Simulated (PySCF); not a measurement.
C₃H₉N (SMILES CC(C)N)

```xyz
13

C     1.3876   -0.3001    0.0770
C    -0.0378   -0.1270   -0.4262
C    -0.6766    1.1440    0.1329
N    -0.7904   -1.3409   -0.1464
H     1.4014   -0.3952    1.1764
H     2.0168    0.5625   -0.1889
H     1.8352   -1.2107   -0.3458
H     0.0049   -0.0289   -1.5264
H    -0.7264    1.0991    1.2342
H    -1.7040    1.2695   -0.2447
H    -0.1064    2.0463   -0.1404
H    -0.8617   -1.4717    0.8632
H    -1.7471   -1.2463   -0.4828
```

Geometry: PBE0-D3(BJ)/def2-SVP.

Method: PySCF, mPW1PW91/pcSseg-2, SCF density, gas phase, non-relativistic.

What will maps of the electron density and electron localisation function show?

C–N (1.46 Å): ρ is about 1.9 e/Å³ halfway; the ELF peaks at about 0.95 between the atoms, as expected for a covalent bond.
C–C (1.52 Å): the density is about 1.7 e/Å³ at the midpoint; the ELF peaks at about 0.95 between the atoms; a shared electron pair.
N–H (1.02 Å): the density is about 2.8 e/Å³ at the midpoint; the ELF climbs to about 1 towards the hydrogen, as it does in any bond to H (a covalent bond by its length).
C–H (1.10 Å): ρ at the midpoint is about 1.9 e/Å³; the ELF climbs to about 1 towards the hydrogen (an ordinary covalent bond to hydrogen).

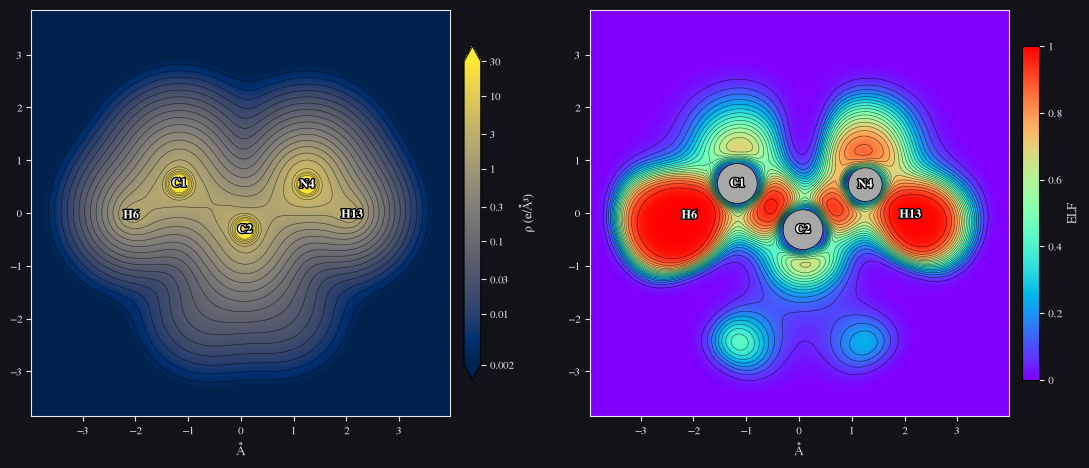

Computed electron density and electron localisation function on the plane of atoms C2, N4 and H13, in this order. Grey discs cover the atomic cores in the ELF map. 
